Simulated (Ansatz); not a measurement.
# BaTiO3 (Barioperovskite): the dielectric response by several routes, part 2 of 2

Aim: the electronic dielectric constant of BaTiO3 (Barioperovskite) by perturbation theory, a sum over states and the RPA step of G0W0.

Ansatz 0.2.0; linear response on LDA, plane waves, PAW. Known limits of the many-body steps: not at the basis limit; no spin-orbit coupling; coarse k mesh.

So far. Step 2 (Response to a homogeneous field): One over ε∞ averages 0.15, under the quarter of exact exchange in PBE0, which by this rule of thumb may open the gap too far. Step 3 (Independent-particle spectrum): The sum gives ε∞ = 6.88, 6.79 and 6.72 without local fields.

## (3) Independent-particle spectrum (continued)

Level of this step: independent-particle optics on LDA, plane waves, PAW (Ansatz).

Independent particles, no local fields, Gaussian width 0.2 eV. Table of loss function by photon energy; read off at these points:

```tsv
photon energy (eV)	xx	yy	zz
1.0	0	0	0
2.0	0.00260	0.00233	0.00132
3.0	0.0437	0.0374	0.0350
4.0	0.0782	0.0733	0.0727
5.0	0.204	0.200	0.199
6.0	0.138	0.143	0.141
7.0	0.142	0.144	0.140
8.0	0.152	0.149	0.151
9.0	0.190	0.188	0.187
10.0	0.203	0.207	0.215
11.0	0.290	0.290	0.286
12.0	0.341	0.332	0.342
13.0	0.846	0.838	0.842
13.2	0.945	0.910	0.914
14.0	0.832	0.908	0.892
15.0	0.216	0.208	0.211
16.0	0.230	0.222	0.218
17.0	0.187	0.183	0.183
18.0	0.191	0.191	0.197
19.0	0.206	0.209	0.205
20.0	0.411	0.419	0.423
21.0	0.444	0.449	0.441
22.0	0.553	0.546	0.532
23.0	0.733	0.738	0.737
24.0	1.17	1.19	1.15
25.0	1.78	1.80	1.87
```

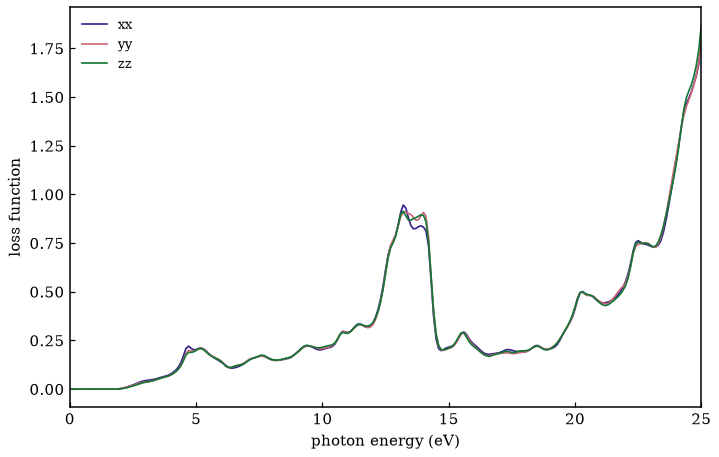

Loss function against photon energy.

Independent particles, no local fields, Gaussian width 0.2 eV. Table of ε₁ by photon energy:

```tsv
photon energy (eV)	xx	yy	zz
0.0	6.83	6.74	6.67
2.5	10.3	9.79	9.81
5.0	2.06	1.93	1.92
7.5	2.71	2.72	2.59
10.0	0.937	0.884	0.786
12.5	-0.528	-0.580	-0.575
15.0	1.86	1.84	1.84
17.5	2.47	2.72	2.62
20.0	-1.04	-1.01	-0.987
22.5	-0.533	-0.566	-0.558
25.0	-0.228	-0.223	-0.212
```

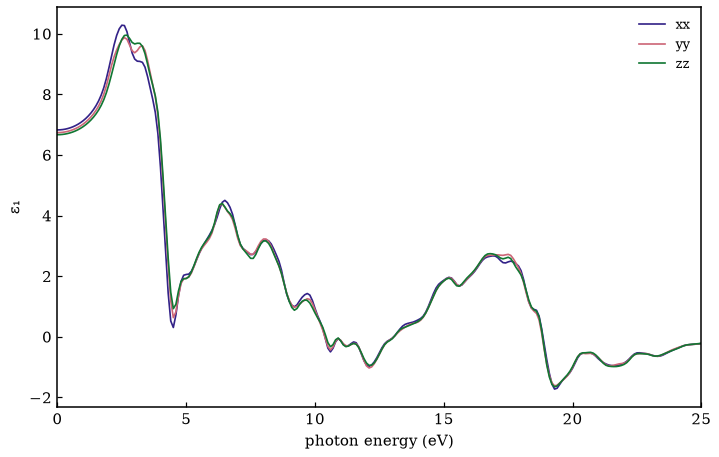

ε₁ against photon energy.

## (4) RPA screening from the G0W0 run

G0W0 replaces the xc potential by the self-energy, built once from these orbitals. Only a window of levels is corrected, while the sums run over the empty bands that the input names.

This step: G0W0 on LDA, plane waves, PAW.

Contents of input.yaml:

```yaml
crystal:
  lattice:
    - [3.9855, 0.0, 0.0]
    - [0.0, 2.8369, 2.84515]
    - [0.0, -2.8369, 2.84515]
  atoms:
    - { symbol: Ba, position: [0.0, 0.0, 0.0] }
    - { symbol: Ti, position: [0.5, 0.5124, 0.5124] }
    - { symbol: O, position: [0.0, 0.4874, 0.4874] }
    - { symbol: O, position: [0.5, 0.50524, 0.99184] }
    - { symbol: O, position: [0.5, 0.99184, 0.50524] }
kpoints:
  mp_grid: { grid: [4, 4, 4] }
hamiltonian:
  xc: lda
  pseudopotentials: { kind: paw, azcp: { folder: "./paw" } }
scf:
  occupations: { method: fixed }
gw:
  n_empty_bands: 509
  ecut_chi: 230.0
  qp_bands: [v2, c2]
  qp_kpoints: band_edges
  screening: { model: contour_deformation }
```

Launch:

```bash
$ ansatz run input.yaml --threads 3 --pin off --max-ram 92160MiB --backend cuda --events-out ev --progress --plain --runs-dir out --devices 1 --max-vram 13GiB
```

Numbers of over 12 decimals in the logs are rounded to 6 here.

What it wrote:

```text
[...]
GPUs: using 1 of 1 available (devices: 1).
[...]
GPU FFT provider: cuFFT
GPU libraries: cuBLAS 13.8.2, cuFFT 12.4.0, cuSOLVER 12.3.4
Crystal: 5 atoms, lattice volume = 64.337 Å³
Basis set: ecut = 420 eV, 1249 PW (Γ)
Bands: 25, of which v1, the nominal top of the filled ones, is band 20 counted from 1 (19 counted from 0)
Symmetry: 4 space group operations
[...]
1    22     12.6127   -14.0439    -6.7175   -21.9609  0.7076    13.8514    13.8122  root
[...]
20    19      9.8326   -25.7586     4.4747   -20.8921  0.7067     9.4373     9.4408  root
    20    20      9.8428   -25.7535     4.4670   -20.8970  0.7067     9.4498     9.4532  root
    20    21     14.0196   -14.6747    -7.9920   -23.8503  0.6627    15.2644    15.2032  root
    20    22     14.0614   -14.7010    -8.0698   -23.9546  0.6599    15.3079    15.2452  root
[key lines of the parts left out:]
SCF converged after 9 iterations
Free energy (F): -9904.526772 eV
Fermi energy:    9.842753 eV
```

The job ended after 42 s (1 × NVIDIA H100 80GB HBM3 (shared by 6 runs) with 3 threads of AMD EPYC 7R13 (Zen 3), shared host; peak memory 2.1 GiB).

This step gave:

```yaml
bands_summed: 529
rpa_eps_infinity_on_this_mesh_eigenvalues: 6.482, 6.547, 6.609
plane_waves_in_the_screening_matrix: 485
g0w0_gap_on_the_mesh: 3.463 eV
k_of_the_valence_top: -0.5, -0.5, -0.5
k_of_the_conduction_bottom: 0, 0, 0
starting_gap_on_the_mesh: 1.822 eV
least_direct_g0w0_gap_on_the_computed_points: 3.630 eV
```

The gap on the mesh goes from 1.82 eV to 3.46 eV, a correction of +1.64 eV. Between the two edge states, bare exchange in place of the xc potential would open the gap by 12.80 eV, and correlation takes back 11.16 eV.

Mean over the mesh in bins of 0.25 1/Å. Static inverse dielectric function, diagonal against length of q+G:

```tsv
length of q+G (Å⁻¹)	static inverse dielectric function, diagonal
0.50	0.216
0.96	0.321
1.52	0.466
2.26	0.632
2.76	0.724
3.25	0.790
3.74	0.837
4.50	0.891
5.01	0.918
5.51	0.938
6.00	0.954
6.75	0.972
7.25	0.980
7.70	0.985
```

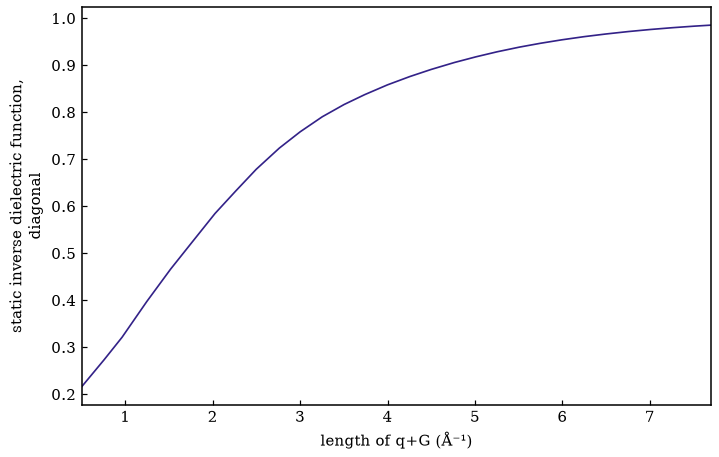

Static inverse dielectric function, diagonal, plotted against length of q+G.

## (5) The values together

Times are wall times on 1 × NVIDIA H100 80GB HBM3 (shared by 6 runs) with 3 threads of AMD EPYC 7R13 (Zen 3), shared host, good to a factor of about two.

```tsv
method	mesh	ε∞, low	middle	high	mean	time
perturbation theory (local fields and xc kernel)	6×6×6 (response on 512 points)	6.35	6.47	6.64	6.49	53 s
sum over states (no local fields)	6×6×6	6.72	6.79	6.88	6.80	95 s
RPA with local fields, on the GW mesh	4×4×4	6.48	6.55	6.61	6.55	42 s
```

## (6) Outcome

```
perturbation theory (local fields and xc kernel) : 6.35, 6.47, 6.64
sum over states (no local fields)                : 6.72, 6.79, 6.88
RPA with local fields, on the GW mesh            : 6.48, 6.55, 6.61
```

**Reading.** Mean Born effective charge: Ba1 2.75, Ti2 6.94, O3 -3.29, O4 -3.20 e. Distinct peaks of the ε₂ (xx) stand at 4.1, 8.8 and 18.9 eV; the one at 4.1 eV is strongest. The loss function (xx) has a distinct peak at 13.2 eV. The sum without local fields gives 6.80 in the mean against 6.49 by perturbation theory; local fields lower ε∞ and the xc kernel gives part of it back, though the sum also carries the error of its own mesh. The RPA values on the 4×4×4 mesh average 1.01 times those of perturbation theory (means 6.55 and 6.49). Without the xc kernel RPA should lie a little lower; here the means agree. LDA usually puts the gap too low, which tends to raise ε∞. Ions are clamped, so the lattice part of the static constant is not in these numbers.

[Paths, hosts, dates, memory and timing lines, banners, echoed tables and standing remarks are left out of the program output.]

[Logs are printed without paths, hosts, clocks, repeated set-up lines and the standing remarks that a program may print on its own settings, such as how far it seeks lower states.]

[Runs of the session that timed out or met a known fault of the program may be left out.]

[Cells called generated may have been cut or substituted from an entry of the Crystallography Open Database or the Materials Project.]

[Hosts, paths, dates, database ids (printed as entryN), source tags and the programs' standing remarks are cut or masked in the printed files.]
